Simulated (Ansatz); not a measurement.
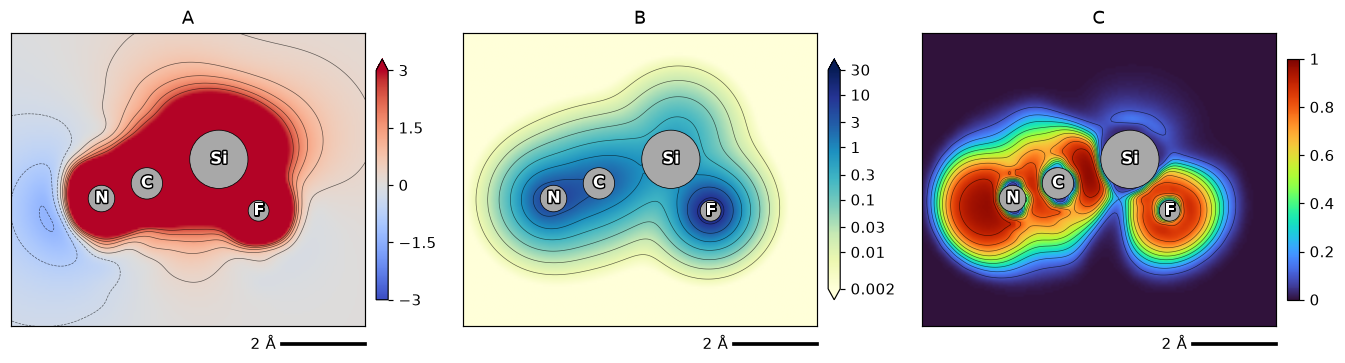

CF₃NSi: 3 fields on the plane of atoms C2, Si3 and F4, with unlabelled colour scales. Grey discs cover the atomic cores.

Geometry: PBE0-D4/def2-TZVP.

The calculation used RKS PBE0-D4/def2-TZVPP (Ansatz).

Question: Which field does each panel show? The fields are: electron density, electron localisation function and electrostatic potential.

Answer: Panel A: electrostatic potential (strongly positive close to the atoms, with negative regions outside electron-rich atoms). Panel B: electron density. Panel C: electron localisation function. From the grid: C–N (1.15 Å): ρ at the midpoint is about 3.8 e/Å³; the ELF peaks at about 0.90 between the atoms; a short, multiple covalent bond. Si–F (1.56 Å): ρ is about 1.3 e/Å³ halfway; the ELF peaks at about 0.85 in the valence shell of F, 0.6 Å from its nucleus, and is about 0.55 at the midpoint.
